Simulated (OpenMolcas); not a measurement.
# A workflow on TiH3 (SMILES [H][Ti]([H])[H])

Aim: a series of 12 runs (ROHF/ANO-RCC-MB, CASSCF(5,7)/ANO-RCC-VDZP, CASPT2[IPEA 0](5,7)/ANO-RCC-VDZP, PC-NEVPT2(5,7)/ANO-RCC-VDZP, MC-PDFT[tOreLYP](5,7)/ANO-RCC-VDZP, SC-NEVPT2(5,7)/ANO-RCC-VDZP, CASPT2(5,7)/ANO-RCC-VDZP) of H3Ti. 

Program for the calculation: OpenMolcas 26.06.

## Step 1: The molecule

TiH3 has 4 atoms, charge 0, and is taken as a doublet. SMILES: `[H][Ti]([H])[H]`. The shape comes from GFN2-xTB, which is rough for such elements, and wasn't checked as a minimum.

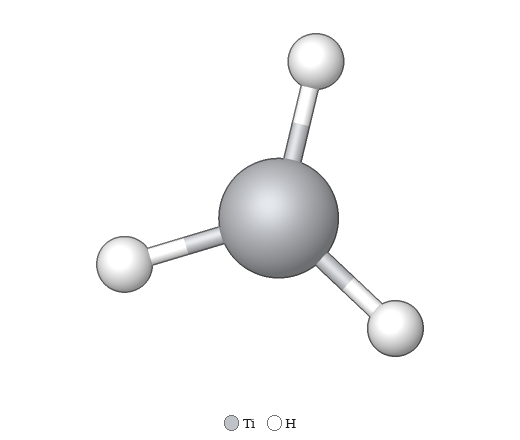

Viewed from a chosen angle; titanium light grey, hydrogen white.

## Step 2: A single-point energy at ROHF/ANO-RCC-MB (DKH2) (run 1)

File geom.xyz:

```xyz
4

Ti    -0.000130     0.000070     0.000140
H      1.694600    -0.027980     0.012960
H     -0.823130     1.481870    -0.017560
H     -0.871350    -1.453960     0.004460
```

File step1.inp:

```
&GATEWAY
COORD
geom.xyz
BASIS
ANO-RCC-MB
GROUP
NoSym
&SEWARD
&SCF
UHF
SPIN
2
PRORBITALS
1 1
&RASSCF
FILEORB
$Project.UnaOrb
SPIN
2
NACTEL
1 0 0
INACTIVE
12
RAS2
1
OUTORBITALS
Canonical
ORBLISTING
Nothing
```

Run with:

```
export MOLCAS_MEM=1860
pymolcas step1.inp > step1.log
```

Standard output:

```text
--- Start Module: gateway ---
[...]
--- Stop Module: gateway /rc=_RC_ALL_IS_WELL_ ---
[...]
      Basis functions           21
[...]
--- Start Module: scf ---
[...]
       Convergence after  49 Iterations
[...]
::    Total SCF energy                               -854.3823624116
[...]
      Total spin, S                                     0.5068691535
[...]
--- Stop Module: scf /rc=_RC_ALL_IS_WELL_ ---
--- Start Module: rasscf ---
[...]
      Number of active orbitals                  1
[...]
      Spin quantum number                      0.5
[...]
      Active orbitals                            1
[...]
      Number of CSFs                             1
[...]
      Number of root(s) required                 1
[...]
      Convergence after  9 iterations
[...]
      printout of CI-coefficients larger than  0.05 for root  1
      energy=    -854.381291
      conf/sym  1     Coeff  Weight
             1  u   1.00000 1.00000
      Natural orbitals and occupation numbers for root  1
      sym 1:   1.000000
      ************************************************************************************************************************
      *                                                    Final results                                                     *
[...]
::    RASSCF root number  1 Total energy:   -854.38129063
[...]
      Total electronic charge=   25.000000
      Total            charge=   -0.000000
[...]
      Dipole Moment (debye):
      Origin of the operator (angstrom)=   -0.0001    0.0001    0.0001
                   X=  5.6220E-02               Y=  9.2708E-02               Z=  1.1917E-03           Total=  1.0843E-01
      Quadrupole Moment (debye*angstrom):
[...]
--- Stop Module: rasscf /rc=_RC_ALL_IS_WELL_ ---
[...]
```

Run time: 2.5 s. Hardware: 1 thread of Intel Xeon 6975P-C (Granite Rapids), shared host; peak memory 0.41 GiB.

## Step 3: The vertical excitations at CASSCF(5,7)/ANO-RCC-VDZP (DKH2, RICD fitting, 5 states averaged) (run 2)

geom.xyz is that of step 2.

File step2.input:

```
* H3Ti CASSCF

&GATEWAY
  Coord=geom.xyz
  Basis=ANO-RCC-MB
  Group=NoSym

&SEWARD

&RASSCF
  FileOrb=$CurrDir/step1.RasOrb
  Alter=1
  1 17 18
  Spin=2
  Nactel=5 0 0
  Inactive=10
  Ras2=7
  CIRoot=5 5 1
  OrbListing=Nothing
>>> COPY $Project.RunFile RUNFIL1
>>> COPY $Project.RasOrb INPORB

&GATEWAY
  Coord=geom.xyz
  Basis=ANO-RCC-VDZP
  Group=NoSym
  RICD

&SEWARD
>>> COPY $Project.RunFile RUNFIL2

&EXPBAS

&RASSCF
  FileOrb=$Project.ExpOrb
  Spin=2
  Nactel=5 0 0
  Inactive=10
  Ras2=7
  CIRoot=5 5 1
  OrbListing=Nothing
  OrbAppear=Compact
```

Run with:

```
export MOLCAS_MEM=1860
pymolcas step2.input > step2.log
```

Standard output:

```text
--- Start Module: gateway ---
[...]
--- Stop Module: gateway /rc=_RC_ALL_IS_WELL_ ---
[...]
      Basis functions           21
[...]
      Number of active orbitals                  7
[...]
      Spin quantum number                      0.5
[...]
      Active orbitals                            7
[...]
      Number of CSFs                           490
[...]
      Number of root(s) required                 5
[...]
      Convergence after 17 iterations
[...]
      printout of CI-coefficients larger than  0.05 for root  1
      energy=    -854.401029
      conf/sym  1111111     Coeff  Weight
             4  220u000  -0.98345 0.96717
            40  2u0d0u0  -0.05617 0.00316
            42  u20du00   0.05615 0.00315
           201  200u020  -0.07526 0.00566
           209  ud0uud0   0.05631 0.00317
           216  020u200  -0.07520 0.00565
[...]
      Natural orbitals and occupation numbers for root  1
      sym 1:   1.970390   1.970367   0.001379   0.998840   0.028812   0.028834   0.001378
      Natural orbitals and occupation numbers for root  2
      sym 1:   1.972829   1.970452   0.993964   0.003075   0.027262   0.026056   0.006363
      Natural orbitals and occupation numbers for root  3
      sym 1:   1.970294   1.972982   0.006363   0.002971   0.027244   0.026183   0.993964
[...]
::    RASSCF root number  1 Total energy:   -854.40102900
::    RASSCF root number  2 Total energy:   -854.39648497
[...]
      Basis functions           49
[...]
--- Start Module: expbas ---
[...]
--- Stop Module: expbas /rc=_RC_ALL_IS_WELL_ ---
--- Start Module: rasscf ---
[...]
      Convergence after 13 iterations
[...]
      Natural orbitals and occupation numbers for root  2
      sym 1:   1.979511   1.977844   0.995807   0.002214   0.019704   0.020515   0.004404
      Natural orbitals and occupation numbers for root  3
      sym 1:   1.977715   1.979637   0.004404   0.002140   0.020522   0.019774   0.995808
      Natural orbitals and occupation numbers for root  4
      sym 1:   1.988820   1.972294   0.014355   0.004276   0.989666   0.016469   0.014122
      Natural orbitals and occupation numbers for root  5
      sym 1:   1.972300   1.988818   0.014124   0.004299   0.016439   0.989665   0.014355
      ************************************************************************************************************************
      *                                                    Final results                                                     *
[...]
::    RASSCF root number  2 Total energy:   -854.42740641
::    RASSCF root number  3 Total energy:   -854.42740164
::    RASSCF root number  4 Total energy:   -854.36472237
::    RASSCF root number  5 Total energy:   -854.36467541
[...]
      Total electronic charge=   25.000000
      Total            charge=   -0.000000
[...]
      Dipole Moment (debye):
      Origin of the operator (angstrom)=   -0.0001    0.0001    0.0001
                   X= -5.2354E-02               Y=  2.9459E-02               Z=  9.9074E-04           Total=  6.0081E-02
      Quadrupole Moment (debye*angstrom):
[...]
--- Stop Module: rasscf /rc=_RC_ALL_IS_WELL_ ---
[...]
```

It took 8.4 s on 1 thread of Intel Xeon 6975P-C (Granite Rapids), shared host; peak memory 0.41 GiB.

The roots found:

| excited state | energy (eV) |
| --- | --- |
| 1 | 0.131 |
| 2 | 0.131 |
| 3 | 1.837 |
| 4 | 1.838 |

Runs 3 to 11 aren't shown in full; the table further down has their settings and results.

## Step 4: The excited states at CASPT2[IPEA 0](5,7)/ANO-RCC-VDZP (DKH2, RICD fitting, ipea shift 0 Eh, pt2 variant XMS, 8 states averaged) (run 12)

geom.xyz is that of step 3.

File step12.inp:

```
>>> EXPORT MOLCAS_PRINT=2

&GATEWAY
 COORD = geom.xyz
 BASIS = ANO-RCC-VDZP
 GROUP = NoSym
 RICD

&SEWARD

&RASSCF
 FILEORB = $CurrDir/step2.RasOrb
 SPIN = 2
 NACTEL = 5 0 0
 INACTIVE = 10
 RAS2 = 7
 CIROOT = 8 8 1
 ORBLISTING = Nothing
 ORBAPPEAR = Compact

&CASPT2
 XMULTISTATE = all
 IPEA = 0
```

Run with:

```
export MOLCAS_MEM=1860
pymolcas step12.inp > step12.log
```

Standard output:

```text
--- Start Module: gateway ---

                                              &GATEWAY

                       available to each process: 1.9 GB of memory, 1 thread

++    Symmetry information:
      ---------------------

                    Character Table for C1

                             E
                    a        1  x, y, xy, Rz, z, xz, Ry, yz, Rx, I
--

++    Basis set information:
      ----------------------

      Basis set label: TI.ANO-RCC...5S4P2D1F.

      Electronic valence basis set:
      ------------------
      Associated Effective Charge  22.000000 au
      Associated Actual Charge     22.000000 au
      Nuclear Model: Point charge

      Shell  nPrim  nBasis  Cartesian Spherical Contaminant
         s      21       5        X
         p      15       4        X
         d      10       2                 X
         f       6       1                 X

      Basis set label: H.ANO-RCC...2S1P.

[... 176 lines left out ...]
                                         RASSCF iterations: Energy and convergence statistics
[... 40 lines left out ...]
      conf/sym  1111111     Coeff  Weight
[... 36 lines left out ...]
      energy=    -854.287079
[... 34 lines left out ...]
      Natural orbitals and occupation numbers for root  7
[... 31 lines left out ...]
::    RASSCF root number  6 Total energy:   -854.28990909
[... 386 lines left out ...]
      Von Neumann Entropy (Root   5) =  0.80209
[... 387 lines left out ...]
      Natural orbitals for root   4 are written to the RASORB.4 file
[... 10 lines left out ...]
      Spin density orbitals for root   7 are written to the SPDORB.7 file
[... 193 lines left out ...]
      Total energy:            -854.7470025572
[... 111 lines left out ...]
      Reference weight:           0.88980
[... 99 lines left out ...]
  NOT CONVERGED AFTER MAX ITERATIONS.
[... 9 lines left out ...]
      Reference weight:           0.84737
[... 21 lines left out ...]
 ###############################################################################
 ###    Location: AixWr                                                      ###
 ###    File: RUNFILE                                                        ###
 ###    Premature abort while writing buffer to disk: Disk full?             ###
 ###############################################################################

--- Stop Module: caspt2 /rc=-6 ---
--- Module caspt2 spent 2 seconds ---

.########################.
.# Non-zero return code #.
.########################.

    Timing: Wall=10.22 User=8.99 System=1.21
```

Run time: 11 s. Hardware: 1 thread of Intel Xeon 6975P-C (Granite Rapids), shared host; peak memory 0.18 GiB.

No converged result was reached.

## Step 5: All runs side by side

| run | level | integral approximation | task | partner | energy (Eh) | dipole moment (D) of the reference | wall time |
| --- | --- | --- | --- | --- | --- | --- | --- |
| 1 | ROHF/ANO-RCC-MB (DKH2) | none | energy | base | -854.381291 | 0.11 | 2.5 s |
| 2 | CASSCF(5,7)/ANO-RCC-VDZP (DKH2, RICD fitting, 5 states averaged) | RICD | excited | base | -854.432214 | 0.00 | 8.4 s |
| 3 | CASSCF(5,7)/ANO-RCC-VDZP (DKH2, RICD fitting, multiplet size 2, 5 states averaged) | RICD | magnetism | base | -854.432215 | – | 5.7 s |
| 4 | CASPT2[IPEA 0](5,7)/ANO-RCC-VDZP (DKH2, RICD fitting, ipea shift 0 Eh, multiplet size 2, pt2 variant MS, 5 states averaged) | RICD | magnetism | base | -854.740058 | – | 7.5 s |
| 5 | PC-NEVPT2(5,7)/ANO-RCC-VDZP (DKH2, RICD fitting, pt2 variant QD-PC-NEVPT2, 5 states averaged) | RICD | excited | base | -854.737352 | 0.00 | 7.8 s |
| 6 | MC-PDFT[tOreLYP](5,7)/ANO-RCC-VDZP (DKH2, RICD fitting, 5 states averaged) | RICD | excited | base | -855.566421 | 0.00 | 6.6 s |
| 7 | CASPT2[IPEA 0](5,7)/ANO-RCC-VDZP (DKH2, RICD fitting, ipea shift 0 Eh, pt2 variant SS) | RICD | energy | other spin | -854.629206 | 3.56 | 7.8 s |
| 8 | SC-NEVPT2(5,7)/ANO-RCC-VDZP (DKH2, RICD fitting, pt2 variant SC-NEVPT2) | RICD | energy | other spin | -854.610750 | 3.56 | 7.8 s |
| 9 | CASPT2[IPEA 0](5,7)/ANO-RCC-VDZP (DKH2, RICD fitting, ipea shift 0 Eh, pt2 variant SS) | RICD | energy | base | -854.747221 | 0.43 | 7.5 s |
| 10 | SC-NEVPT2(5,7)/ANO-RCC-VDZP (DKH2, RICD fitting, pt2 variant SC-NEVPT2) | RICD | energy | base | -854.735194 | 0.43 | 7.8 s |
| 11 | CASPT2(5,7)/ANO-RCC-VDZP (DKH2, RICD fitting, ipea shift 0.25 Eh, pt2 variant MS, 5 states averaged, sigma2 shift 0.3) | RICD | excited | base | -854.736354 | 0.00 | 8.4 s |
| 12 | CASPT2[IPEA 0](5,7)/ANO-RCC-VDZP (DKH2, RICD fitting, ipea shift 0 Eh, pt2 variant XMS, 8 states averaged) | RICD | excited | base | not converged | – | 11 s |

## Step 6: Results

| quantity | value |
| --- | --- |
| run 11, CASPT2(5,7)/ANO-RCC-VDZP: energy of the lowest of 5 roots | -854.73635 Eh |
| run 11, CASPT2(5,7)/ANO-RCC-VDZP: dipole moment (CASSCF density) | 0.00 D |
| run 11, CASPT2(5,7)/ANO-RCC-VDZP: lowest excitation energy within this active space | 0.17 eV |
| vertical energy of the quartet above the doublet, CASPT2[IPEA 0](5,7)/ANO-RCC-VDZP | 3.211 eV |
| vertical energy of the quartet above the doublet, SC-NEVPT2(5,7)/ANO-RCC-VDZP | 3.386 eV |

At CASPT2[IPEA 0](5,7)/ANO-RCC-VDZP: at this shape the quartet lies 3.21 eV (310 kJ/mol) above the doublet. At SC-NEVPT2(5,7)/ANO-RCC-VDZP: at this shape the quartet lies 3.39 eV (327 kJ/mol) above the doublet. In run 1 the basis is minimal, so the values are rough. All runs together took 88 s, the longest 11 s. 1 of the 12 runs did not end normally.
